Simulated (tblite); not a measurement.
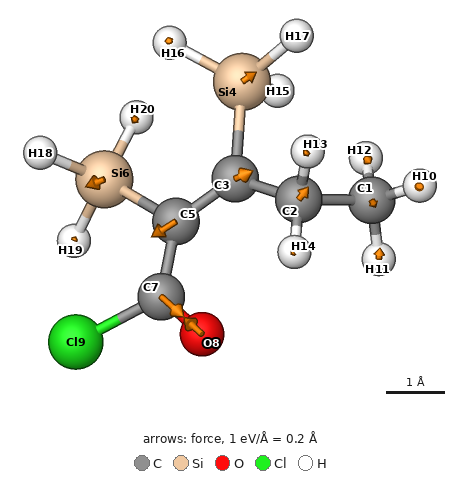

Starting geometry of C₅H₁₁ClOSi₂ with the computed forces as orange arrows. A ball-and-stick model, seen from a free direction.

Method: tblite, GFN2-xTB geometry optimisation, gas phase. 

### Is this structure relaxed? If not, where do the atoms go?

It isn't relaxed: the largest force vector, on C7, is 3.43 eV/Å. The final displacements have little in common with the starting forces (cosine between the two patterns 0.20). The largest moves after the best rigid fit, 1.02 Å, are those of O8 and Cl9. By element the largest moves are O 1.02 Å, Cl 1.02 Å, H 0.73 Å, C 0.35 Å, Si 0.32 Å. Near-neighbour distances that change, for instance: Si4–Si6 3.013 → 3.506 Å, C7–O8 1.238 → 1.186 Å, C5–Si6 1.857 → 1.900 Å, C3–C5 1.304 → 1.344 Å. Bond angles that change, for instance: C3–C5–Si6 116.0° → 126.5°, C5–C7–Cl9 116.5° → 109.7°, C3–C2–H14 118.3° → 111.6°. Groups turn about C5–C7 by about 50°, C1–C2 by about 20°. Over 100 geometry steps the energy falls by 21.4 kcal/mol.
